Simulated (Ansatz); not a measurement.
All values below come from PBE (plane waves to 420 eV, PAW; Ansatz, a program for electronic structure).

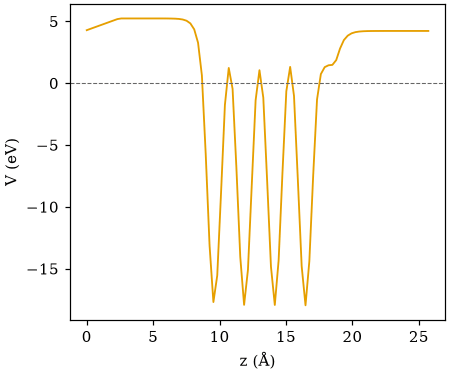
*Electrostatic potential energy of an electron, averaged over planes parallel to the surface, in eV from the Fermi level, for Al on the 1x1 (111) surface of fcc Pd, one in a 2x2 cell, started at the site 'bridge Pd-Pd (span 2.8 Å)'*

Model: 17-atom slab, 6.8 Å thick at the start under the adsorbate (thin: gaps and levels are the slab's own), 6x6x1 mesh, Fermi-Dirac 0.1 eV, dipole correction, 8 atoms held, the rest relaxed; held to the start's symmetry, so lower structures may exist; no spin, no spin-orbit, no U, no dispersion correction. At the end it is bonded to 3 Pd. In PBE it is, or lies within 0.03 eV of, the lowest of the starts that converged.

Problem. The surface cell has an area of 26.94 Å². What dipole along the normal does the step between the two vacuum levels imply?

Solution. the top vacuum level lies 1.01 eV below the bottom one; p = −ε₀ A ΔV (ε₀ = 0.005526 e/(V·Å)) gives 0.15 e·Å a cell.
